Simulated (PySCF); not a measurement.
Al(F)(H)(Ph), SMILES [F][AlH][c]1ccccc1 at its PBE0/def2-SVP optimised geometry (Å):

```
14

Al    -2.4695    -0.0041     0.0000
F     -3.2299    -1.4899    -0.0016
H     -3.3785     1.2890     0.0000
C     -0.5328    -0.0041     0.0000
C      0.2002    -1.2061     0.0105
C      1.5938    -1.2013     0.0082
C      2.2853     0.0105    -0.0053
C      1.5826     1.2153    -0.0160
C      0.1883     1.2041    -0.0130
H     -0.3278    -2.1649     0.0204
H      2.1449    -2.1453     0.0168
H      3.3785     0.0158    -0.0074
H      2.1240     2.1649    -0.0265
H     -0.3452     2.1611    -0.0210
```

Level of theory: PBE0/def2-TZVP (PySCF).

Map of the electron localisation function on the plane z = 0.6 Å:

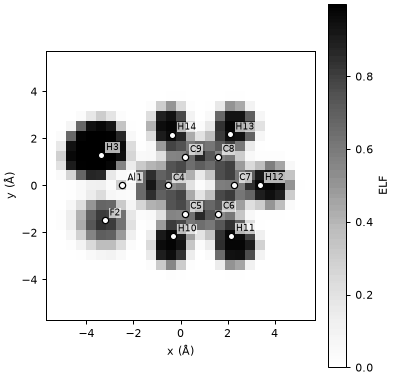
Figure. Electron localisation function on the plane z = 0.6 Å.
